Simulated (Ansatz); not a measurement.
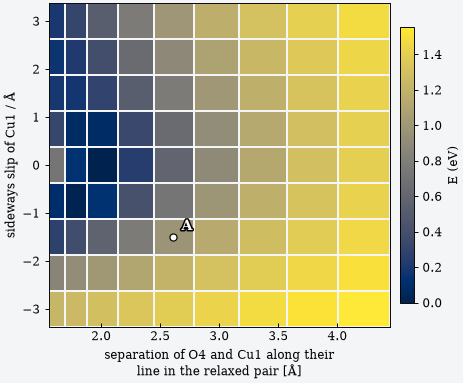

CuO2S, charge +1. Coordinates scanned: (1) separation of O4 and Cu1 along their line in the relaxed pair; (2) sideways slip of Cu1. Nothing is relaxed (both partners rigid). The grid has 9 × 9 points. Points are written as (first, second). All energies are given in eV relative to the lowest grid point. Energies and slopes of some neighbouring points disagree (a jump in structure or state, or too coarse a mesh). All numbers below come from Ansatz, RKS PBE0-D4/def2-SVPD.

In the figure: one coloured cell a grid point, the point A.

Q: Which way does the force act at A, and how strong is it?

A: A, at (2.609 Å, −1.50 Å), is not a stationary point. The computed force is 0.54 eV for each Å towards smaller values of the first coordinate and 0.35 eV for each Å towards larger values of sideways slip of Cu1.
